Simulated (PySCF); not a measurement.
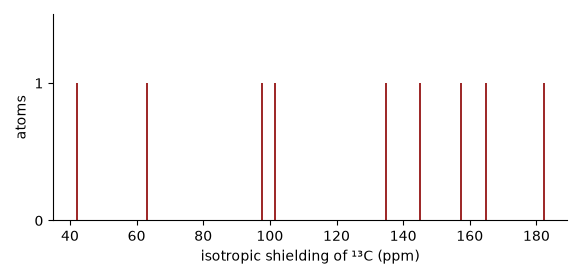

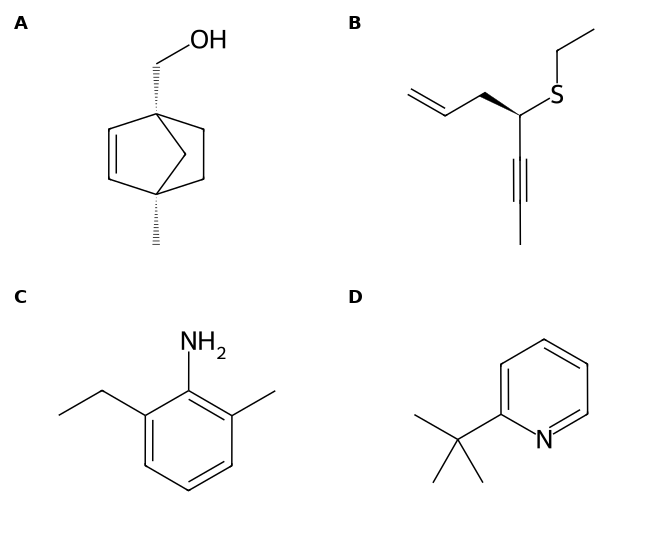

The sticks are computed shieldings of one of the molecules, for one fixed geometry (GFN2-xTB) without averaging over rotations. Low shielding means a high chemical shift. Method: GIAO PBE0/pcSseg-1 NMR shielding, non-relativistic, gas phase (PySCF 2.14.0).

**Match the spectrum to a structure.**

B, `C=CC[C@H](C#CC)SCC`. Its 9 C atoms give lines at 42.0, 63.1, 97.5, 101.5, 135.0, 145.0, 157.4, 164.8, 182.2 ppm.
